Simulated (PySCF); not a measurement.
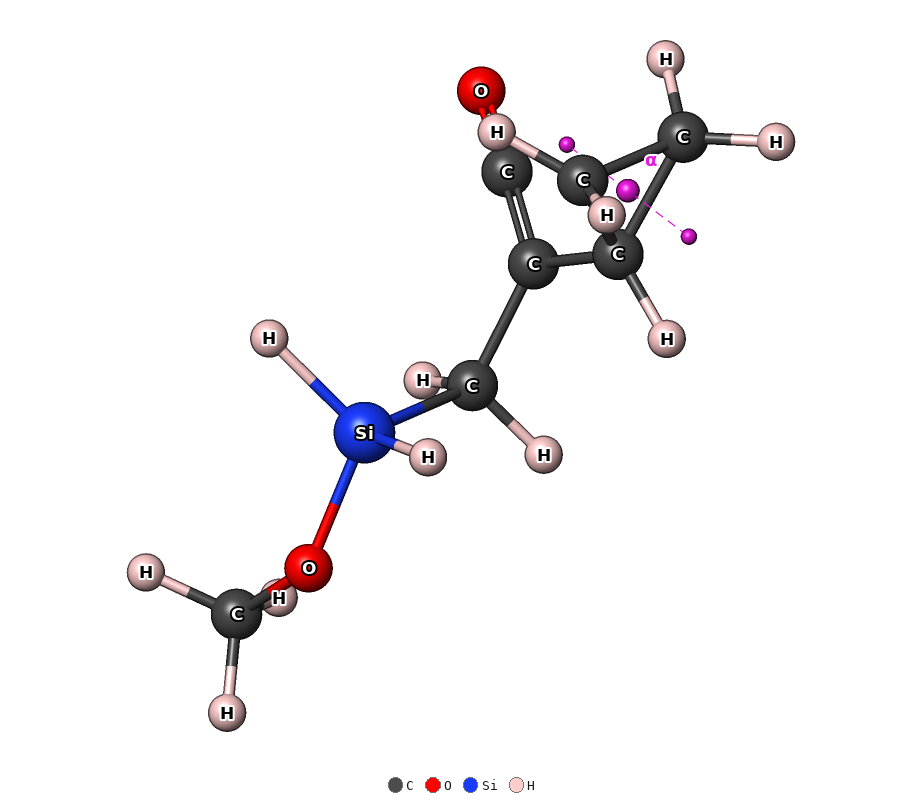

The small points mark where nucleus-independent chemical shifts (NICS) were computed: at the centre of each lettered ring and 1 Å above and below it. Computed geometry: GFN2-xTB optimisation. No frequency run is at hand to confirm it as a minimum. Properties computed with GIAO PBE0/pcSseg-1 NMR shielding, non-relativistic, gas phase (PySCF 2.14.0).

Give NICS(0), NICS(1) and the out-of-plane component NICS(1)zz for each ring (means of the two sides).

```tsv
ring	members	NICS(0)	NICS(1)	NICS(1)zz
α	C3	−43.8	−8.5	−22.2
```

Values in ppm.

The geometry is semi-empirical. Around Si such bond lengths and angles can be off by a tenth of an ångström or more and by several degrees, and values that hang on the shape move with them.
